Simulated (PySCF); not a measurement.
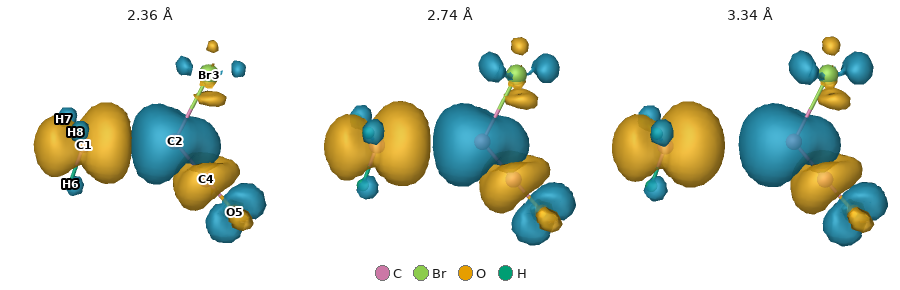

C3H3BrO, SMILES `CC(Br)=C=O`. Rigid stretch of the C1–C2 bond. Broken-symmetry UHF spin density at ±0.03 e/Å³ (yellow: α, teal: β).

Method: def2-SVP basis; geometry: GFN2-xTB; program: PySCF. No frequency check shows the geometry to be a minimum. GFN2-xTB bond lengths at metals and heavier atoms can be off by up to 0.1 Å and shapes distorted, which carries into these values.

UHF's ⟨S²⟩ passes 1 along the scan (up to 1.12), so it also polarises electrons outside the stretched bond; its energy lowering isn't due to that bond alone.

Q: How does the broken-symmetry solution share the spin, and how far is it from a pure singlet?

A: At 3.34 Å excess α spin lies mostly on C1 and excess β on C2; the two could be swapped at no cost. ⟨S²⟩ is 0.61 at 2.36 Å, 0.97 at 2.74 Å and 1.10 at 3.34 Å, against 0 for a pure singlet and 1 for an equal mix of singlet and triplet.

Q: Where does the UHF solution part from RHF?

A: Between 2.05 Å (⟨S²⟩ = 0, the two coincide) and 2.36 Å (⟨S²⟩ = 0.61); at 4.26 Å ⟨S²⟩ is 1.12 and UHF lies 4.3 eV below RHF.

Q: How much energy does the stretch cost?

A: By CASSCF, 4.7 eV from the lowest point of the scan (1.52 Å) to 4.26 Å; RHF gives 8.4 eV from its own lowest point. The fragments aren't relaxed and dynamic correlation is missing, so this isn't a bond dissociation energy.
